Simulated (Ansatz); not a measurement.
# Sc on W(110): change of the work function

Aim: the work function of W(110) at several coverages of Sc (longbridge site), and the dipole that each adsorbate carries.

Method: plane-wave DFT, PBE-D3(BJ), Ansatz PAW, in Ansatz 0.2.0.

### Step 1. The structure

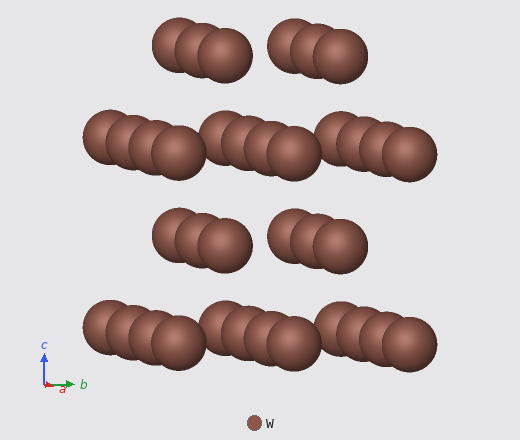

The starting structure, seen from the side, with the c axis up (tungsten brown). 3×2×1 cells are drawn. Some periodic images of atoms are drawn too.

The cell holds 4 atoms: 4 W. Its edges and angles: a = 2.737 Å, b = 2.737 Å, c = 24.703 Å, α = 90.0°, β = 90.0°, γ = 70.5°. Vacuum lies along c.

### Step 2. The clean slab

The bare slab comes first, as the zero from which every change is counted. The two lowest layers are held at bulk places and the upper ones relax. The dipole correction removes the false field that a one-sided slab makes across the periodic vacuum, so each face gets a flat vacuum level of its own.

Contents of input.yaml:

```yaml
crystal:
  lattice:
    - [2.2344574285, -1.58, 0.0]
    - [2.2344574285, 1.58, 0.0]
    - [0.0, 0.0, 24.7033722856]
  atoms:
    - { symbol: W, position: [0.0, 0.0, 0.3643227287] }
    - { symbol: W, position: [0.5, 0.5, 0.4547742429] }
    - { symbol: W, position: [0.0, 0.0, 0.5452257571] }
    - { symbol: W, position: [0.5, 0.5, 0.6356772713] }
kpoints:
  mp_grid: { grid: [12, 12, 1] }
hamiltonian:
  xc: pbe
  dispersion: d3bj
scf:
  occupations: { method: fermi_dirac, width: 0.1 }
  convergence: { dr2_threshold: 1.0e-08 }
efield:
  axis: 3
  dipole_correction: true
  ramp_position: 0.97
  ramp_width: 0.06
relax:
  f_tol: 0.02
  max_steps: 60
  constraints: [{ sites: [0, 1] }]
output:
  write_potential: true
  write_density: true
  volumetric_format: npy
```

Launch:

```bash
$ ansatz run input.yaml --threads 4 --pin off --max-ram 6144MiB --backend cpu --events-out ev --progress --plain --runs-dir out
```

Numbers of over 12 decimals in the logs are rounded to 6 here.

The program printed:

```text
Engine: ansatz 0.2.0, aarch64-unknown-linux-gnu
Pseudopotentials: kind: paw
Pseudopotential: W, paw, valence charge 14, recommended cutoff 420 eV (normal), W.paw.azcp
Functional definition: PBE
  parameter kappa = 0.804
  parameter beta = 0.066725
  exchange = pbe_x(kappa = kappa, mu = beta*pi^2/3)
  correlation = pbe_c(beta = beta)
Crystal: 4 atoms, lattice volume = 174.428 Å³
Basis set: ecut = 420 eV, 3461 PW (Γ), exchange–correlation on 40×40×360 points (8 copies of the dense FFT grid, shifted against one another)
Bands: 34, of which v1, the nominal top of the filled ones, is band 28 counted from 1 (27 counted from 0)
Symmetry: 4 space group operations
k-points: 43 of 144
Non-local potential: W, projectors of the file, l = 0: 3, l = 1: 2, l = 2: 2, l = 3: 1
PAW form: soft (Blöchl's): semilocal exchange-correlation on the pseudo side does not see the compensation charge
PAW one-centre angular grid: W, 590 points (default); XC on 64 Gauss nodes
Initial density: superposition of atomic densities (neutral atoms: chi_scale 0, normalization atom), corrected by the library's trained network
Initial wavefunctions: pseudopotential atomic-orbital guess
Functional: x = pbe(κ = 0.804, μ = 0.219515), c = pbe(β = 0.066725)
SCF iter   1: F=—  HF=-41538.536458 eV  |F-HF|=—  |Δ(HF+E_count)|=         —  Δρ=9.69e-3  dr2=1.99e0  ethr=1.77e-3  p=0.000 e·Å  D=4.83e-14 V/Å  ΔV_dip=-0.00 eV  dr2_dipole=2.75e-7  V_vac-E_F(+/−)=5.06/5.06 eV  ⟨swp⟩=7.9  Hψ=15776  notcnv=0  defer=16
efield: sawtooth ramp at fractional position 0.9700 (set: `efield.ramp_position`, or a place that a band, a saddle search or an elastic batch's reference lends), width 0.0600; the density the first Hamiltonian is built on has a dipole p = 0.000 e·Å; the dipole correction subtracts the counter field D = 4.83e-14 V/Å, which shifts the + side's vacuum level by -0.00 eV against the − side's; the planar-averaged density in the ramp window peaks in size at 1.1e-5 e/Å³
automatic band count: the SCF goes on with 40 bands, as 34 were too few: the levels above may hold too much charge
preconditioner: auto → LDOS  [metal: Δε(μ)=0.044 eV  Ē_g=6.098 eV  σ=0.100 eV  W_gap=0.11  n_scr=16 (ndim 8)  ℏωp=13.8 eV  f_vac=0.562  D(μ)=3.18/eV (n_scr^D=14)  β→1.0]
SCF iter   2: F=—  HF=-41538.451971 eV  |F-HF|=—  |Δ(HF+E_count)|=   8.45e-2  Δρ=3.80e-3  dr2=1.53e-1  ethr=1.77e-3  p=-0.000 e·Å  D=-1.41e-5 V/Å  ΔV_dip=0.00 eV  dr2_dipole=9.40e-8  V_vac-E_F(+/−)=4.91/4.91 eV  ⟨swp⟩=2.0  Hψ=2409  notcnv=0  defer=46
SCF iter   3: F=—  HF=-41538.442567 eV  |F-HF|=—  |Δ(HF+E_count)|=   9.40e-3  Δρ=7.33e-4  dr2=4.77e-3  ethr=2.73e-4  p=-0.000 e·Å  D=-5.84e-6 V/Å  ΔV_dip=0.00 eV  dr2_dipole=2.39e-8  V_vac-E_F(+/−)=4.90/4.90 eV  ⟨swp⟩=1.9  Hψ=2195  notcnv=0  defer=48
SCF iter   4: F=—  HF=-41538.442162 eV  |F-HF|=—  |Δ(HF+E_count)|=   4.05e-4  Δρ=2.26e-4  dr2=2.83e-4  ethr=8.51e-6  p=-0.000 e·Å  D=-2.80e-6 V/Å  ΔV_dip=0.00 eV  dr2_dipole=3.72e-9  V_vac-E_F(+/−)=4.90/4.90 eV  ⟨swp⟩=2.2  Hψ=2210  notcnv=0  defer=48
SCF iter   5: F=—  HF=-41538.442130 eV  |F-HF|=—  |Δ(HF+E_count)|=   3.19e-5  Δρ=8.21e-5  dr2=9.88e-6  ethr=5.05e-7  p=-0.000 e·Å  D=-1.59e-6 V/Å  ΔV_dip=0.00 eV  dr2_dipole=4.22e-10  V_vac-E_F(+/−)=4.90/4.90 eV  ⟨swp⟩=2.8  Hψ=2489  notcnv=0  defer=48
SCF iter   6: F=—  HF=-41538.442194 eV  |F-HF|=—  |Δ(HF+E_count)|=   6.37e-5  Δρ=1.85e-5  dr2=1.78e-6  ethr=1.76e-8  p=-0.000 e·Å  D=-3.90e-7 V/Å  ΔV_dip=0.00 eV  dr2_dipole=1.89e-13  V_vac-E_F(+/−)=4.90/4.90 eV  ⟨swp⟩=3.0  Hψ=2817  notcnv=0  defer=46
SCF iter   7: F=—  HF=-41538.442194 eV  |F-HF|=—  |Δ(HF+E_count)|=   1.78e-7  Δρ=5.89e-6  dr2=9.96e-8  ethr=3.18e-9  p=-0.000 e·Å  D=-1.01e-7 V/Å  ΔV_dip=0.00 eV  dr2_dipole=4.45e-13  V_vac-E_F(+/−)=4.90/4.90 eV  ⟨swp⟩=2.1  Hψ=2209  notcnv=0  defer=46
SCF iter   8: F=—  HF=-41538.442194 eV  |F-HF|=—  |Δ(HF+E_count)|=   1.72e-7  Δρ=2.08e-6  dr2=1.13e-8  ethr=1.79e-11  p=-0.000 e·Å  D=-4.92e-8 V/Å  ΔV_dip=0.00 eV  dr2_dipole=1.60e-13  V_vac-E_F(+/−)=4.90/4.90 eV  ⟨swp⟩=12.3  Hψ=12544  notcnv=0
SCF iter   9: F=-41538.442194 eV  HF=-41538.442194 eV  |F-HF|=3.00e-9  |Δ(HF+E_count)|=   2.46e-9  Δρ=6.34e-7  dr2=1.01e-9  ethr=1.79e-11  p=-0.000 e·Å  D=-1.29e-8 V/Å  ΔV_dip=0.00 eV  dr2_dipole=2.00e-15  V_vac-E_F(+/−)=4.90/4.90 eV  ⟨swp⟩=10.8  Hψ=10717  notcnv=0
SCF 1 converged in 9 iterations: F = -41538.442194 eV  dr2 = 1.01e-9
  greatest PAW one-centre occupation: 1.000 electrons in one spin orbital (limit 2), on the W atom at site 0 (counted from 0), in its partial waves of l = 0
relax step   1: F+E_penalty+E_count = -41538.44219427 eV  Δ(F+E_penalty+E_count) = +0.000e0 eV  max|allowed force component| = 5.732e-1 eV/Å  Δτ_max = 0.0000 Å  (9 SCF iters, accepted)
Bands: 40, of which v1, the nominal top of the filled ones, is band 28 counted from 1 (27 counted from 0)
Initial density: handed on by an earlier stage of this run
Initial wavefunctions: those handed on with the density
iter 1 solved again at ethr=9.19e-4 eV; its pass at ethr=3.10e-3 eV (dr2=5.14e-1 eV) is discarded
SCF iter   1: F=—  HF=-41538.432225 eV  |F-HF|=—  |Δ(HF+E_count)|=         —  Δρ=9.53e-3  dr2=5.39e-1  ethr=9.19e-4  p=0.000 e·Å  D=7.11e-7 V/Å  ΔV_dip=-0.00 eV  dr2_dipole=4.60e-3  V_vac-E_F(+/−)=4.91/4.91 eV  ⟨swp⟩=1.8  Hψ=7198  notcnv=0  defer=42
efield: sawtooth ramp at fractional position 0.9700 (set: `efield.ramp_position`, or a place that a band, a saddle search or an elastic batch's reference lends), width 0.0600; the density the first Hamiltonian is built on has a dipole p = 0.000 e·Å; the dipole correction subtracts the counter field D = 7.11e-7 V/Å, which shifts the + side's vacuum level by -0.00 eV against the − side's; the planar-averaged density in the ramp window peaks in size at 3.5e-6 e/Å³
preconditioner: auto → LDOS  [metal: Δε(μ)=0.024 eV  Ē_g=6.232 eV  σ=0.100 eV  W_gap=0.06  n_scr=16 (ndim 8)  ℏωp=13.8 eV  f_vac=0.569  D(μ)=3.07/eV (n_scr^D=14)  β→1.0]
SCF iter   2: F=—  HF=-41538.411583 eV  |F-HF|=—  |Δ(HF+E_count)|=   2.06e-2  Δρ=6.21e-3  dr2=3.30e-1  ethr=9.19e-4  p=0.012 e·Å  D=1.29e-2 V/Å  ΔV_dip=-0.32 eV  dr2_dipole=9.92e-3  V_vac-E_F(+/−)=4.60/4.92 eV  ⟨swp⟩=3.5  Hψ=3389  notcnv=0  defer=42
SCF iter   3: F=—  HF=-41538.368690 eV  |F-HF|=—  |Δ(HF+E_count)|=   4.29e-2  Δρ=1.44e-3  dr2=1.05e-2  ethr=5.90e-4  p=0.008 e·Å  D=8.47e-3 V/Å  ΔV_dip=-0.21 eV  dr2_dipole=3.89e-4  V_vac-E_F(+/−)=4.72/4.93 eV  ⟨swp⟩=2.1  Hψ=2836  notcnv=0  defer=48
[...]
SCF iter   3: F=—  HF=-41538.457533 eV  |F-HF|=—  |Δ(HF+E_count)|=   1.46e-2  Δρ=9.68e-4  dr2=6.11e-3  ethr=2.01e-4  p=0.005 e·Å  D=4.94e-3 V/Å  ΔV_dip=-0.12 eV  dr2_dipole=9.30e-4  V_vac-E_F(+/−)=4.79/4.91 eV  ⟨swp⟩=2.2  Hψ=2850  notcnv=0  defer=50
SCF iter   4: F=—  HF=-41538.456472 eV  |F-HF|=—  |Δ(HF+E_count)|=   1.06e-3  Δρ=2.90e-4  dr2=4.95e-4  ethr=1.09e-5  p=0.004 e·Å  D=4.13e-3 V/Å  ΔV_dip=-0.10 eV  dr2_dipole=1.11e-4  V_vac-E_F(+/−)=4.81/4.91 eV  ⟨swp⟩=2.9  Hψ=2718  notcnv=0  defer=50
SCF iter   5: F=—  HF=-41538.456495 eV  |F-HF|=—  |Δ(HF+E_count)|=   2.35e-5  Δρ=9.02e-5  dr2=2.41e-5  ethr=8.84e-7  p=0.004 e·Å  D=3.85e-3 V/Å  ΔV_dip=-0.10 eV  dr2_dipole=5.45e-7  V_vac-E_F(+/−)=4.81/4.90 eV  ⟨swp⟩=2.2  Hψ=2278  notcnv=0  defer=50
SCF iter   6: F=—  HF=-41538.456487 eV  |F-HF|=—  |Δ(HF+E_count)|=   8.05e-6  Δρ=3.46e-5  dr2=2.27e-6  ethr=4.30e-8  p=0.004 e·Å  D=3.85e-3 V/Å  ΔV_dip=-0.10 eV  dr2_dipole=1.58e-7  V_vac-E_F(+/−)=4.81/4.90 eV  ⟨swp⟩=2.4  Hψ=2542  notcnv=0  defer=50
SCF iter   7: F=—  HF=-41538.456560 eV  |F-HF|=—  |Δ(HF+E_count)|=   7.25e-5  Δρ=1.57e-5  dr2=5.48e-7  ethr=4.06e-9  p=0.004 e·Å  D=3.84e-3 V/Å  ΔV_dip=-0.09 eV  dr2_dipole=3.84e-10  V_vac-E_F(+/−)=4.81/4.90 eV  ⟨swp⟩=2.3  Hψ=2633  notcnv=0  defer=50
SCF iter   8: F=—  HF=-41538.456560 eV  |F-HF|=—  |Δ(HF+E_count)|=   5.37e-7  Δρ=3.09e-6  dr2=3.69e-8  ethr=9.78e-10  p=0.004 e·Å  D=3.85e-3 V/Å  ΔV_dip=-0.10 eV  dr2_dipole=7.25e-9  V_vac-E_F(+/−)=4.81/4.90 eV  ⟨swp⟩=2.6  Hψ=2613  notcnv=0  defer=50
SCF iter   9: F=-41538.456560 eV  HF=-41538.456560 eV  |F-HF|=3.10e-9  |Δ(HF+E_count)|=   2.50e-8  Δρ=6.74e-7  dr2=1.67e-9  ethr=1.79e-11  p=0.004 e·Å  D=3.86e-3 V/Å  ΔV_dip=-0.10 eV  dr2_dipole=6.36e-10  V_vac-E_F(+/−)=4.81/4.90 eV  ⟨swp⟩=11.7  Hψ=11707  notcnv=0
SCF 3 converged in 9 iterations: F = -41538.456560 eV  dr2 = 1.67e-9
relax step   3: F+E_penalty+E_count = -41538.45656040 eV  Δ(F+E_penalty+E_count) = -1.437e-2 eV  max|allowed force component| = 1.733e-1 eV/Å  Δτ_max = 0.0625 Å  (9 SCF iters, accepted)
SCF iter   1: F=—  HF=-41538.458320 eV  |F-HF|=—  |Δ(HF+E_count)|=         —  Δρ=7.72e-4  dr2=3.57e-3  ethr=6.90e-5  p=0.004 e·Å  D=3.86e-3 V/Å  ΔV_dip=-0.10 eV  dr2_dipole=3.07e-5  V_vac-E_F(+/−)=4.81/4.90 eV  ⟨swp⟩=2.1  Hψ=3306  notcnv=0  defer=50
efield: sawtooth ramp at fractional position 0.9700 (set: `efield.ramp_position`, or a place that a band, a saddle search or an elastic batch's reference lends), width 0.0600; the density the first Hamiltonian is built on has a dipole p = 0.004 e·Å; the dipole correction subtracts the counter field D = 3.86e-3 V/Å, which shifts the + side's vacuum level by -0.10 eV against the − side's; the planar-averaged density in the ramp window peaks in size at 3.0e-6 e/Å³
preconditioner: auto → LDOS  [metal: Δε(μ)=0.033 eV  Ē_g=6.103 eV  σ=0.100 eV  W_gap=0.08  n_scr=16 (ndim 8)  ℏωp=13.8 eV  f_vac=0.561  D(μ)=3.09/eV (n_scr^D=14)  β→1.0]
SCF iter   2: F=—  HF=-41538.458127 eV  |F-HF|=—  |Δ(HF+E_count)|=   1.93e-4  Δρ=5.14e-4  dr2=2.30e-3  ethr=6.37e-6  p=0.003 e·Å  D=2.88e-3 V/Å  ΔV_dip=-0.07 eV  dr2_dipole=6.47e-5  V_vac-E_F(+/−)=4.83/4.90 eV  ⟨swp⟩=2.8  Hψ=2900  notcnv=0  defer=50
SCF iter   3: F=—  HF=-41538.457865 eV  |F-HF|=—  |Δ(HF+E_count)|=   2.62e-4  Δρ=1.23e-4  dr2=1.01e-4  ethr=4.11e-6  p=0.003 e·Å  D=3.20e-3 V/Å  ΔV_dip=-0.08 eV  dr2_dipole=1.73e-5  V_vac-E_F(+/−)=4.82/4.90 eV  ⟨swp⟩=2.0  Hψ=2247  notcnv=0  defer=50
SCF iter   4: F=—  HF=-41538.457847 eV  |F-HF|=—  |Δ(HF+E_count)|=   1.81e-5  Δρ=4.05e-5  dr2=8.79e-6  ethr=1.80e-7  p=0.003 e·Å  D=3.08e-3 V/Å  ΔV_dip=-0.08 eV  dr2_dipole=1.52e-6  V_vac-E_F(+/−)=4.83/4.90 eV  ⟨swp⟩=2.8  Hψ=2793  notcnv=0  defer=50
SCF iter   5: F=—  HF=-41538.457898 eV  |F-HF|=—  |Δ(HF+E_count)|=   5.10e-5  Δρ=1.22e-5  dr2=3.82e-7  ethr=1.57e-8  p=0.003 e·Å  D=3.04e-3 V/Å  ΔV_dip=-0.08 eV  dr2_dipole=3.73e-9  V_vac-E_F(+/−)=4.83/4.90 eV  ⟨swp⟩=2.3  Hψ=2506  notcnv=0  defer=50
SCF iter   6: F=—  HF=-41538.457898 eV  |F-HF|=—  |Δ(HF+E_count)|=   2.43e-7  Δρ=4.93e-6  dr2=5.37e-8  ethr=6.83e-10  p=0.003 e·Å  D=3.04e-3 V/Å  ΔV_dip=-0.08 eV  dr2_dipole=1.88e-9  V_vac-E_F(+/−)=4.83/4.90 eV  ⟨swp⟩=2.4  Hψ=2664  notcnv=0  defer=50
SCF iter   7: F=—  HF=-41538.457898 eV  |F-HF|=—  |Δ(HF+E_count)|=   8.42e-8  Δρ=2.28e-6  dr2=1.74e-8  ethr=1.79e-11  p=0.003 e·Å  D=3.03e-3 V/Å  ΔV_dip=-0.07 eV  dr2_dipole=3.77e-15  V_vac-E_F(+/−)=4.83/4.90 eV  ⟨swp⟩=11.9  Hψ=11708  notcnv=0
SCF iter   8: F=-41538.457898 eV  HF=-41538.457898 eV  |F-HF|=1.52e-9  |Δ(HF+E_count)|=   1.39e-8  Δρ=3.38e-7  dr2=3.98e-10  ethr=1.79e-11  p=0.003 e·Å  D=3.03e-3 V/Å  ΔV_dip=-0.07 eV  dr2_dipole=6.07e-11  V_vac-E_F(+/−)=4.83/4.90 eV  ⟨swp⟩=10.9  Hψ=10833  notcnv=0
SCF 4 converged in 8 iterations: F = -41538.457898 eV  dr2 = 3.98e-10
relax step   4: F+E_penalty+E_count = -41538.45789799 eV  Δ(F+E_penalty+E_count) = -1.338e-3 eV  max|allowed force component| = 8.804e-3 eV/Å  Δτ_max = 0.0130 Å  (8 SCF iters, accepted)
NSCF: frozen V_eff on 43 k-points
the band table was solved once a step of the walk had ended and its energy, with any forces and stress, was formed, with the checks that follow a solve (9079 applications of the Hamiltonian). They found nothing against the state; the energy, forces and stress were not computed again (output.eigenvalues in the input reference)
SCF converged after 8 iterations
Free energy (F): -41538.457898 eV
Harris-Foulkes:  -41538.457898 eV  (|F-HF|=1.52e-9)
Internal energy: -41538.358206 eV  (E = F + TS)
E sigma→0 (E₀):  -41538.408052 eV
Entropy (-TS):   -0.099692 eV (-24.923 meV/atom)
Fermi energy:    5.205516 eV
Dipole field:    D = 0.003046 V/Å  (p = 0.002936 e·Å, saw-weighted, corrected)
Work function:   Φ+ = 4.8272 eV   Φ− = 4.9025 eV
Levels:          The Fermi level and band energies are counted from a zero that moves with the ramp; work functions are not
--- Per-component energies (eV) ---
  E_band       = -1291.308160
  E_kinetic    = 1793.556336
  E_local      = -71643.319548  (includes V_loc(G=0)·N_el)
  E_nonlocal   = 4.695792
  E_hartree    = 35001.688322
  E_xc         = -1063.711327
  E_vxc        = -949.812897  (∫ρ·V_xc dr)
  E_paw        = -34250.036262  (= ΣΔE_a)
  E_vpaw       = -499.808581  (= ΣTr[D̂ρ^β])
  E_aug_tail   = -0.000235  (compensation charges beyond the density's cutoff)
  E_efield     = 0.000004  (sawtooth field / dipole correction)
  E_vefield    = 0.001704  (∫n·V_field dr)
  E_ewald      = 28620.764273
  E_disp       = -1.995562  (pairwise vdW)
  E_smearing   = -0.099692  (= −TS)
  E_closure    = 0.000000  (closes the sum)
  Σ components = -41538.457898   (vs F -41538.457898, Δ=0.00e0)
--- Forces (eV/Å), atoms counted from 1 ---
  atom   1  W      0.00000000     0.00000000     0.49577403
  atom   2  W      0.00000000    -0.00000000    -0.49767338
  atom   3  W      0.00000000    -0.00000000    -0.00691688
  atom   4  W      0.00000000     0.00000000     0.00880419
  max |Σ_I F_I| component: 1.20e-5 eV/Å
--- Band table (eV; the first three rows and the last of 43) ---
  k-point 0: bands = [... 24 lower, 3.7546, 3.8148, 3.9946, 4.4506, 4.8165, 5.8101, 6.0132, 6.9240, ... 8 higher]
  k-point 1: bands = [... 24 lower, 3.5513, 3.7791, 4.1380, 4.4704, 4.7685, 5.3798, 6.2449, 6.7358, ... 8 higher]
  k-point 2: bands = [... 24 lower, 3.3773, 3.5369, 3.9584, 4.4051, 4.9355, 5.2703, 6.5995, 6.6512, ... 8 higher]
  k-point 42: bands = [... 24 lower, 3.7858, 5.7335, 5.8713, 6.3102, 6.3427, 6.9233, 7.2501, 8.8698, ... 8 higher]
--- Relaxed structure (4 steps of the walk, 3 accepted, 0 SCFs on fresh bases) ---
  F+E_penalty+E_count = -41538.45789799 eV   max|allowed force component| = 8.804e-3 eV/Å
  atoms:
    - { symbol: W, position: [0.0, 0.0, 0.3643227287] }
    - { symbol: W, position: [0.5, 0.5, 0.4547742429] }
    - { symbol: W, position: [-1.6989344954300488e-19, 1.6989344954300488e-19, 0.545617] }
    - { symbol: W, position: [0.5, 0.5, 0.633676] }
```

It took 25 s on 4 threads of Arm Neoverse V2, shared host; peak memory 0.59 GiB.

Step by step:

| step | energy less that of the first step (eV) | largest force component (eV/Å) |
| --- | --- | --- |
| 1 | 0.0000 | 0.5732 |
| 2 | 0.0751 | 1.5005 |
| 3 | -0.0144 | 0.1733 |
| 4 | -0.0157 | 0.0088 |

Relaxation step 2 was tried and not accepted.

Forces are held to the 4 operations that the run works with; a distortion that breaks them can't arise in this run.

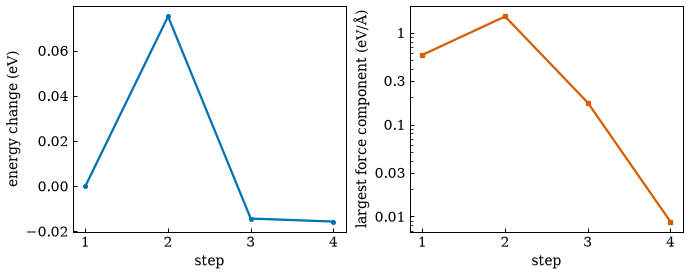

Energy and largest force along the relaxation.

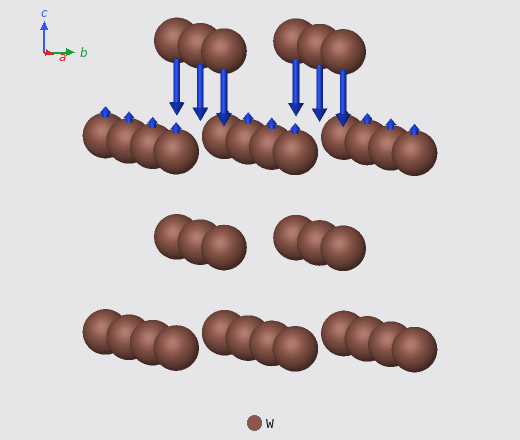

Displacements in the relaxation, exaggerated; the longest in the cell stands for 0.05 Å. 3×2×1 cells are drawn. Some periodic images of atoms are drawn too.

The atoms that moved most (Å):

| atom | dx | dy | dz | length |
| --- | --- | --- | --- | --- |
| W4 | 0.000 | 0.000 | -0.049 | 0.049 |
| W3 | 0.000 | 0.000 | 0.010 | 0.010 |

Final coordinates:

```xyz
4
Lattice="2.2345 -1.5800 0.0000 2.2345 1.5800 0.0000 0.0000 0.0000 24.7034" Properties=species:S:1:pos:R:3
W     0.0000    0.0000    9.0000
W     2.2345    0.0000   11.2345
W     0.0000    0.0000   13.4786
W     2.2345    0.0000   15.6539
```

This step gave:

| Item | Value |
| --- | --- |
| energy at zero smearing | -41538.4081 eV |
| work function, upper face | 4.827 eV |
| work function, lower face | 4.902 eV |
| dipole along the normal | 0.002936 e·Å |
| step between the vacuum levels | -0.07523 eV |

Running mean over 2.234 Å of the planar mean; the ramp of the sawtooth is left out. Electron's electrostatic potential energy less the Fermi level against z:

| z (Å) | electron's electrostatic potential energy less the Fermi level (eV) |
| --- | --- |
| 4 | 4.90 |
| 6 | 4.76 |
| 8 | -5.75 |
| 10 | -12.6 |
| 12 | -12.7 |
| 14 | -13.1 |
| 16 | -11.3 |
| 18 | 4.13 |
| 20 | 4.82 |

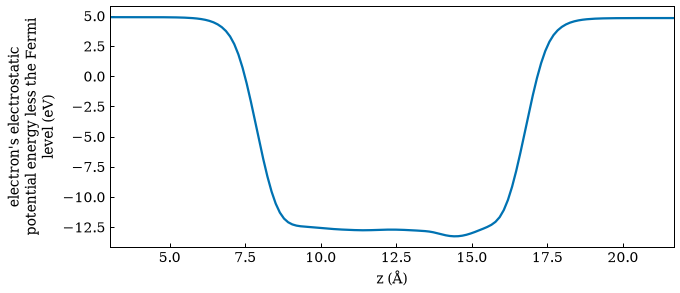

Electron's electrostatic potential energy less the Fermi level against z.

The relaxation took 4 steps and lowered the energy by 0.016 eV; the largest force on the free atoms ends at 0.0088 eV/Å.

The work function of the upper face is 4.83 eV.

[end of part 1 of 5]

[Logs are printed without paths, hosts, clocks, repeated set-up lines and the standing remarks that a program may print on its own settings, such as how far it seeks lower states.]

[Hosts, paths, dates, database ids (printed as entryN), source tags and the programs' standing remarks are cut or masked in the printed files.]

[Maps of the electrostatic potential energy from Ansatz leave out the sawtooth potential of an applied field or a dipole correction, so their vacuum need not be flat; planar profiles and work functions include it.]
